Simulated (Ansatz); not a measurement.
Bands of a (8,8) WS2 nanotube, along its axis.

Levels: PBE (plane waves to 420 eV, PAW; Ansatz, a quantum-chemistry and plane-wave program); PBE with spin-orbit coupling (Ansatz). Unmarked values and the geometry are of the first. Mesh 1×1×10. No spin polarisation, so a magnetic state wasn't tested. One-dimensional cell, images about 11 Å apart. An idealised model, rolled from the flat sheet. Only distortions within the start's symmetry and period were free. Values not marked SOC lack spin–orbit coupling.

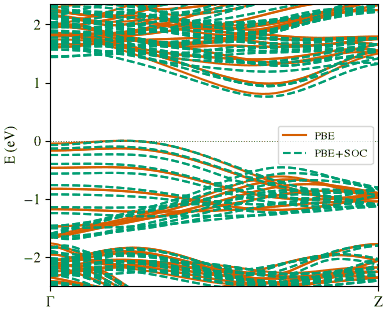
Fig. 1. Bands from the zone centre to the zone edge (period 3.21 Å); the dotted line marks the highest filled level of each set

Is it a metal or a semiconductor at this level? Give what the bands show.

A semiconductor in PBE.
```
Item                                                                                Result
----------------------------  ------------------------------------------------------------
PBE gap                       0.81 eV, indirect, from k = 0.115 × 2π/c to k = 0.323 × 2π/c
PBE+SOC gap at this geometry                                                       0.76 eV
```
